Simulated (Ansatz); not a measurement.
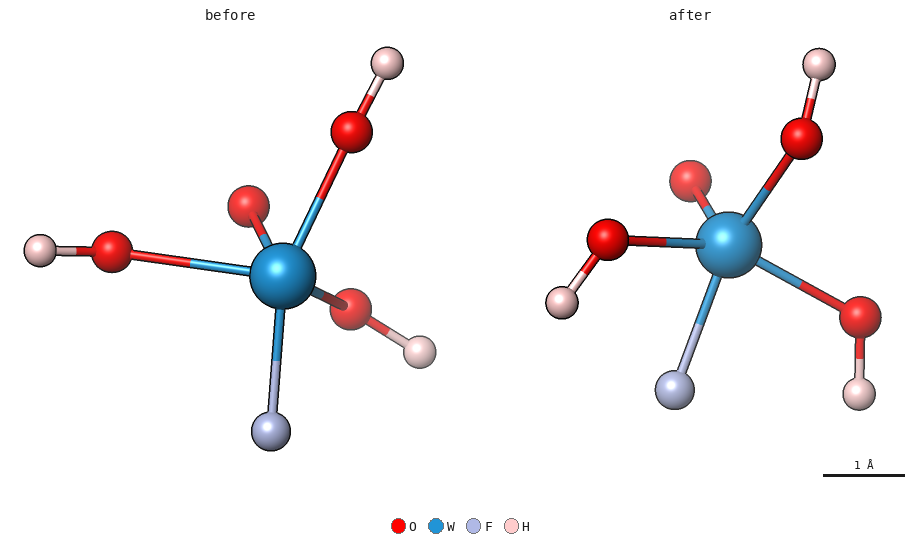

The structure of WH₃O₄F (coarse preliminary run) before (left) and after (right) a relaxation, at one scale.

Style: ball-and-stick. Shown from a free direction.

The start comes from a force field.

Method: RKS PBE-D4/def2-SVP in Ansatz 0.2.0. Settings: force threshold 0.03 eV/Å; at most 200 steps.

> Summarise the run.

The largest move after the best rigid fit is that of the F atom, 1.33 Å. Largest moves by element: F 1.33 Å, H 1.09 Å, W 1.08 Å, O 0.94 Å. Some distances before and after: O–W 2.304 → 1.914 Å, O–W 2.231 → 1.912 Å, O–W 1.912 → 1.710 Å, O–W 1.992 → 1.887 Å. Bond angles that change, for instance: O–W–O 51.4° → 106.3°, O–W–O 97.3° → 145.0°, W–O–H 178.1° → 130.9°. Over 27 accepted moves (31 points after the start) the energy falls by 250.5 kcal/mol. The largest force component goes from 12 to 0.0098 eV/Å. The line search rejected the trial steps at points 20, 22, 26, 30 of the run. The forces were under the threshold at step 23, but the run went on from there. Cost: 34 s on 4 threads of Intel Xeon Platinum 8488C (shared host).
